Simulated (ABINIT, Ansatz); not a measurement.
# KRb2GaF6 (Fm-3m): bands and cutoff in G0W0 with ABINIT, part 2 of 2

What does each rung of G0W0 on KRb2GaF6 (Fm-3m) cost, and what does it buy?

ABINIT 10.8.3; PBEsol and many-body steps on it, plane waves. Known limits of the many-body steps: not at the basis limit; no spin-orbit coupling; coarse k mesh.

So far. Step 3 (Screening, 2×2×2 mesh, 107 bands, screening to 76.2 eV): Local fields lower ε∞ by 8 %. On a Γ-centred mesh this coarse the value itself is usually too large, while a short band sum pulls it down. Step 4 (107 bands, 76.2 eV): The gap on the mesh goes from 6.19 eV to 10.23 eV, a correction of +4.04 eV.

**6. 249 bands, 141.5 eV**

This step: G0W0 on PBEsol, plane waves, norm-conserving pseudopotentials.

Input file run.abi:

```
acell 3*1.0 Angstrom
rprim 
  -0.000000000000 4.378547672900 4.378547672900
  4.378547672900 -0.000000000000 4.378547672900
  4.378547672900 4.378547672900 -0.000000000000
ntypat 4
znucl 19 37 31 9
natom 10
typat 1 2 2 3 4 4 4 4 4 4
xred 
  0.500000000000 0.500000000000 0.500000000000
  0.750000000000 0.750000000000 0.750000000000
  0.250000000000 0.250000000000 0.250000000000
  0.000000000000 0.000000000000 0.000000000000
  0.783440950000 0.216559050000 0.783440950000
  0.216559050000 0.216559050000 0.783440950000
  0.783440950000 0.783440950000 0.216559050000
  0.783440950000 0.216559050000 0.216559050000
  0.216559050000 0.783440950000 0.216559050000
  0.216559050000 0.783440950000 0.783440950000
pp_dirpath "pseudos"
pseudos "K.upf, Rb.upf, Ga.upf, F.upf"
ecut 45
ngkpt 2 2 2
nshiftk 1
shiftk 0 0 0
kptopt 1
chksymbreak 0
istwfk *1
occopt 1
irdwfk 1
optdriver 4
nband 249
gwcalctyp 0
ecutsigx 45
symsigma 1
nkptgw 1
kptgw 
  0.0000000000 0.0000000000 0.0000000000
bdgw 
  43 48
ecuteps 5.2
irdscr 1
ppmodel 1
indata_prefix "in"
outdata_prefix "out"
tmpdata_prefix "tmp"
```

Launch:

```bash
OMP_NUM_THREADS=1 mpirun -n 8 abinit run.abi > log
```

Numbers of over 12 decimals in the logs are rounded to 6 here.

What it wrote:

```text
.Version 10.8.3 of ABINIT. v10.8.2 released Aug 2026.

 Symmetries : space group Fm -3 m (#225); Bravais cF (face-center cubic)
[... echo of the input left out ...]
== DATASET  1 ==================================================================
-   mpi_nproc: 8, omp_nthreads: 1 (-1 if OMP is not activated)

--- !DatasetInfo
iteration_state: {dtset: 1, }
dimensions: {natom: 10, nkpt: 3, mband: 249, nsppol: 1, nspinor: 1, nspden: 1, mpw: 16361, }
cutoff_energies: {ecut:  45.0, pawecutdg:  -1.0, }
electrons: {nelect:   9.00000000E+01, charge:   0.00000000E+00, occopt:   1.00000000E+00, tsmear:   1.00000000E-02, }

 SIGMA: Calculation of the GW corrections

 Based on a program developped by R.W. Godby, V. Olevano, G. Onida, and L. Reining.
 Incorporated in ABINIT by V. Olevano, G.-M. Rignanese, and M. Torrent.
.Using double precision arithmetic ; gwpc =  8

[... cell and pseudopotentials left out ...]
--------------------------------------------------------------------------------

 ==== K-mesh for the wavefunctions ====
 Number of points in the irreducible wedge :     3
[... list of points left out ...]
 Together with 48 symmetry operations and time-reversal symmetry
 yields     8 points in the full Brillouin Zone.

 ==== Q-mesh for screening function ====
 Number of points in the irreducible wedge :     3
[... list of points left out ...]
 Together with 48 symmetry operations and time-reversal symmetry
 yields     8 points in the full Brillouin Zone.

 vcoul_init : cutoff-mode = AUXILIARY_FUNCTION
 q-points for optical limit:   1
     1)      0.000010    0.000020    0.000030
 setmesh: FFT mesh size selected  =    72x   72x   72
          total number of points  =       373248

 Number of electrons calculated from density =   90.0000; Expected =   90.0000
[...]
number of k-points in BZ                            8
 number of q-points in BZ                            8
 number of frequencies for dSigma/dE                 9
 frequency step for dSigma/dE [eV]                0.25
 number of omega for Sigma on real axis              0
 max omega for Sigma on real axis  [eV]           0.00
 zcut for avoiding poles [eV]                     0.10

 EPSILON^-1 parameters (SCR file):
 dimension of the eps^-1 matrix on file            645
 dimension of the eps^-1 matrix used               645
 number of plane-waves for wavefunctions         16361
 number of bands                                   249
 number of q-points in IBZ                           3
 number of frequencies                               2
 number of real frequencies                          1
 number of imag frequencies                          1

 matrix elements of self-energy operator (all in [eV])

 Perturbative Calculation

--- !SelfEnergy_ee
iteration_state: {dtset: 1, }
kpoint     : [   0.000,    0.000,    0.000, ]
spin       : 1
KS_gap     :    6.190
QP_gap     :    9.751
Delta_QP_KS:    3.561
data: !SigmaeeData |
     Band     E0 <VxcDFT>   SigX SigC(E0)      Z dSigC/dE  Sig(E)    E-E0       E
       43  -0.821 -22.439 -29.922   5.174   0.813  -0.230 -24.317  -1.878  -2.699
       44  -0.821 -22.439 -29.922   5.174   0.813  -0.230 -24.317  -1.878  -2.699
       45  -0.821 -22.439 -29.922   5.174   0.813  -0.230 -24.317  -1.878  -2.699
       46   5.369 -10.808  -6.266  -2.656   0.892  -0.121  -9.124   1.684   7.052
       47   8.334  -8.349  -3.744  -2.642   0.903  -0.108  -6.577   1.773  10.106
       48   8.334  -8.349  -3.744  -2.642   0.903  -0.108  -6.577   1.773  10.106

== END DATASET(S) ==============================================================
================================================================================

 -outvars: echo values of variables after computation  --------
           etotal      0.0000000000E+00
            nband         249
             nkpt           3
          spgroup         225
 [... the other variables as echoed above ...]

 Calculation completed.
```

Elapsed: 39 s, on 8 MPI ranks of Arm Neoverse N1, shared host; peak memory 3.8 GiB.

Numbers from this step:

```
G0W0 gap on the points computed              : 9.751 eV
starting gap on the mesh                     : 6.190 eV
k of the valence top                         : 0, 0, 0
k of the conduction bottom                   : 0, 0, 0
Z at the valence top                         : 0.813
Z at the conduction bottom                   : 0.892
least direct G0W0 gap on the computed points : 9.751 eV
```

Against G0W0 in ABINIT (2×2×2 mesh, 107 bands, screening to 76.2 eV, Godby-Needs plasmon pole), the gap moves by −0.476 eV.

**7. Screening, 2×2×2 mesh, 546 bands, screening to 217.7 eV**

This step: RPA screening on PBEsol, plane waves, norm-conserving pseudopotentials.

Edit run.abi of step 6 so:

```diff
@@ -31,15 +31,8 @@
 irdwfk 1
-optdriver 4
-nband 249
-gwcalctyp 0
-ecutsigx 45
-symsigma 1
-nkptgw 1
-kptgw 
-  0.0000000000 0.0000000000 0.0000000000
-bdgw 
-  43 48
-ecuteps 5.2
-irdscr 1
-ppmodel 1
+optdriver 3
+nband 546
+ecuteps 8
+inclvkb 2
+awtr 1
+symchi 1
 indata_prefix "in"
```

What it wrote:

```text
.Version 10.8.3 of ABINIT. v10.8.2 released Aug 2026.

 Symmetries : space group Fm -3 m (#225); Bravais cF (face-center cubic)
[... echo of the input left out ...]
== DATASET  1 ==================================================================
-   mpi_nproc: 8, omp_nthreads: 1 (-1 if OMP is not activated)

--- !DatasetInfo
iteration_state: {dtset: 1, }
dimensions: {natom: 10, nkpt: 3, mband: 546, nsppol: 1, nspinor: 1, nspden: 1, mpw: 16361, }
cutoff_energies: {ecut:  45.0, pawecutdg:  -1.0, }
[...]
--------------------------------------------------------------------------------
[... chi0 elements left out ...]
 For q-point:  0.000010 0.000020 0.000030
  dielectric constant =   2.0664
  dielectric constant without local fields =   2.2874

  Average fulfillment of the sum rule on Im[epsilon] for q-point    1 :     69.22  [%]
[... wings left out ...]
  q-point number  2        q = ( 0.500000, 0.000000, 0.000000) [r.l.u.]
--------------------------------------------------------------------------------
[... chi0 elements left out ...]
  Average fulfillment of the sum rule on Im[epsilon] for q-point    2 :     71.69  [%]

 [... 1 further q-points ...]
```

Run time: 19 min. Hardware: 8 MPI ranks; peak memory 8.4 GiB; 2.5 h of CPU time.

Numbers from this step:

| Quantity | Value |
| --- | --- |
| ε∞ with local fields, on this mesh, along the program's q direction | 2.066 |
| the same without local fields | 2.287 |
| plasma frequency | 27.19 eV |
| plane waves in the screening matrix | 1243 |

**8. 546 bands, 217.7 eV**

This step: G0W0 on PBEsol, plane waves, norm-conserving pseudopotentials.

Edit run.abi of step 7 so:

```diff
@@ -31,8 +31,15 @@
 irdwfk 1
-optdriver 3
+optdriver 4
 nband 546
+gwcalctyp 0
+ecutsigx 45
+symsigma 1
+nkptgw 1
+kptgw 
+  0.0000000000 0.0000000000 0.0000000000
+bdgw 
+  43 48
 ecuteps 8
-inclvkb 2
-awtr 1
-symchi 1
+irdscr 1
+ppmodel 1
 indata_prefix "in"
```

What it wrote:

```text
.Version 10.8.3 of ABINIT. v10.8.2 released Aug 2026.

 Symmetries : space group Fm -3 m (#225); Bravais cF (face-center cubic)
[... echo of the input left out ...]
== DATASET  1 ==================================================================
-   mpi_nproc: 8, omp_nthreads: 1 (-1 if OMP is not activated)

--- !DatasetInfo
iteration_state: {dtset: 1, }
dimensions: {natom: 10, nkpt: 3, mband: 546, nsppol: 1, nspinor: 1, nspden: 1, mpw: 16361, }
cutoff_energies: {ecut:  45.0, pawecutdg:  -1.0, }
[...]
46   5.369 -10.808  -6.266  -2.816   0.890  -0.123  -9.271   1.537   6.905
       47   8.334  -8.349  -3.744  -2.818   0.902  -0.109  -6.737   1.612   9.946
       48   8.334  -8.349  -3.744  -2.818   0.902  -0.109  -6.737   1.612   9.946

== END DATASET(S) ==============================================================
================================================================================

 -outvars: echo values of variables after computation  --------
           etotal      0.0000000000E+00
            nband         546
             nkpt           3
          spgroup         225
 [... the other variables as echoed above ...]

 Calculation completed.
```

Wall time 3.4 min (8 MPI ranks); peak memory 7.8 GiB; 27 min of CPU time.

Numbers from this step:

```yaml
g0w0_gap_on_the_points_computed: 9.77 eV
starting_gap_on_the_mesh: 6.190 eV
k_of_the_valence_top: 0, 0, 0
k_of_the_conduction_bottom: 0, 0, 0
least_direct_g0w0_gap_on_the_computed_points: 9.77 eV
```

Against G0W0 in ABINIT (2×2×2 mesh, 249 bands, screening to 141.5 eV, Godby-Needs plasmon pole), the gap moves by +0.019 eV.

**9. The runs together**

Times are wall times on 8 MPI ranks of Arm Neoverse N1, shared host, good to a factor of about two. A run's time includes the screening step that it read.

```csv
run,mesh,bands,screening cutoff (eV),DFT gap (eV),gap on the mesh (eV),direct (eV),ε∞ used,time
"107 bands, 76.2 eV",2×2×2,107,76.2,6.190,10.227,10.227,2.03,1.8 min
"249 bands, 141.5 eV",2×2×2,249,141.5,6.190,9.751,9.751,2.06,5.7 min
"546 bands, 217.7 eV",2×2×2,546,217.7,6.190,9.770,9.770,2.07,22 min
```

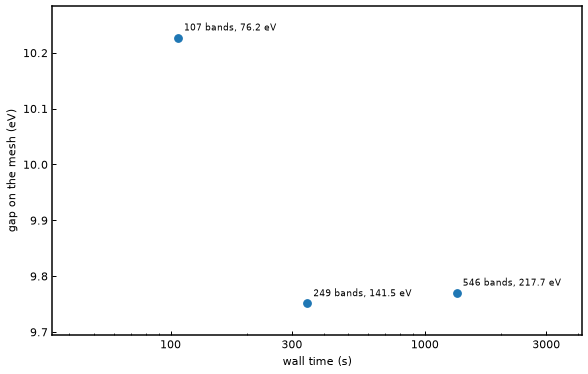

Result against wall time.

**10. Outcome**

| Quantity | Value |
| --- | --- |
| 107 bands, 76.2 eV | 10.227 eV |
| 249 bands, 141.5 eV | 9.751 eV |
| 546 bands, 217.7 eV | 9.770 eV |
| known limits | not at the basis limit; no spin-orbit coupling; coarse k mesh |

**Reading.** From the first rung to the last the gap moves by −0.46 eV for 12 times the time. The gap turns back along the series, so no limit is drawn from it. In the G0W0 runs levels were corrected at 1 k point alone, so a gap called «on the mesh» is the least over those, and an edge elsewhere would be missed. The 2×2×2 mesh is coarse for this cell, which bears on the long-range parts of exchange and screening. The many-body steps are scalar-relativistic: spin-orbit coupling is not in them.

[Paths, hosts, dates, memory and timing lines, banners, echoed tables and standing remarks are left out of the program output.]

[Logs are printed without paths, hosts, clocks, repeated set-up lines and the standing remarks that a program may print on its own settings, such as how far it seeks lower states.]

[Runs of the session that timed out or met a known fault of the program may be left out.]

[Hosts, paths, dates, database ids (printed as entryN), source tags and the programs' standing remarks are cut or masked in the printed files.]

[G0W0 gaps are taken among the corrected bands and points alone; a level outside them can change the order at an edge.]

[Where Ansatz stands beside ABINIT at settings called matched, ABINIT's density can come from a denser mesh and the files from another edition; pairs whose starting gaps differed by over 0.03 eV were left out, so agreement reads better than it is.]
